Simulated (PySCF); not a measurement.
SMILES FB([B]F)F (B2F3), doublet at its B3LYP/def2-SVP optimised geometry (Å):

```
5

F     -1.6777     0.4707     0.0000
B     -0.6836    -0.3616     0.0000
B      0.9916    -0.3616     0.0000
F      1.6700    -0.4627    -1.1363
F      1.6777    -0.4707     1.1305
```

Computed with unrestricted B3LYP/def2-TZVP in PySCF. Cells within 0.4 Å of a nucleus heavier than hydrogen are left out (blank, or x).

Map of the deformation density (molecule minus spherical neutral atoms) (e/bohr³) on the plane z = 1.5 Å:

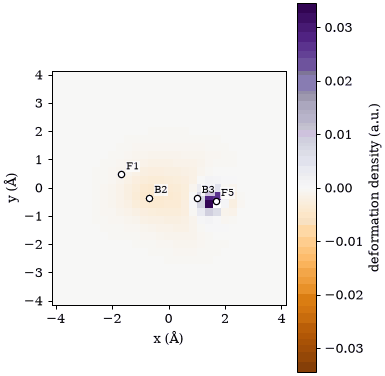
Fig. 1. Deformation density (molecule minus spherical neutral atoms) (e/bohr³) on the plane z = 1.5 Å.
